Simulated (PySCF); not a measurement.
System: C4H3N (SMILES C#CCC#N).

```xyz
8

C     1.7118    0.1910   -0.6620
C     0.6119   -0.2224   -0.6192
C    -0.6259   -0.8331   -0.4261
C    -1.6364   -0.0703    0.3015
N    -2.3316    0.5790    0.8600
H     2.7475    0.3887   -0.7942
H    -0.3678   -1.7261    0.1021
H    -0.9974   -1.1483   -1.4452
```

Geometry: GFN2-xTB, MD frame at 250 fs, 600 K.

Theory: PBE0/pcSseg-1, SCF density, gas phase, non-relativistic in PySCF 2.14.0.

Question: What will maps of the electron density and electron localisation function show?

Answer: C–N (1.10 Å): the density is about 3.9 e/Å³ at the midpoint; the ELF peaks at about 0.85 between the atoms; a multiple bond.
C–C (1.18 Å): ρ at the midpoint is about 2.9 e/Å³; the ELF peaks at about 0.85 between the atoms (a short, multiple covalent bond).

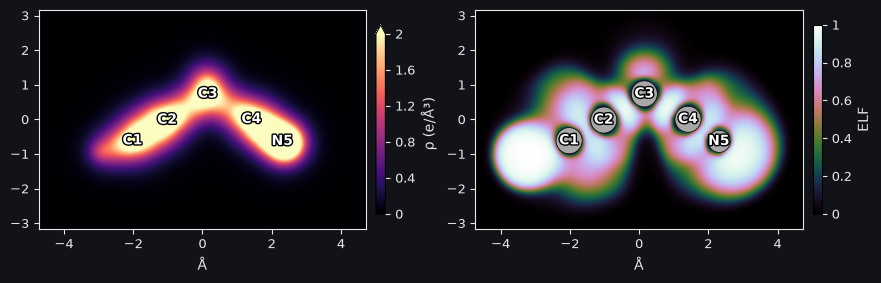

Computed electron density and electron localisation function on the plane of atoms C2, C3 and C4, in this order. Grey discs cover the atomic cores in the ELF map. 
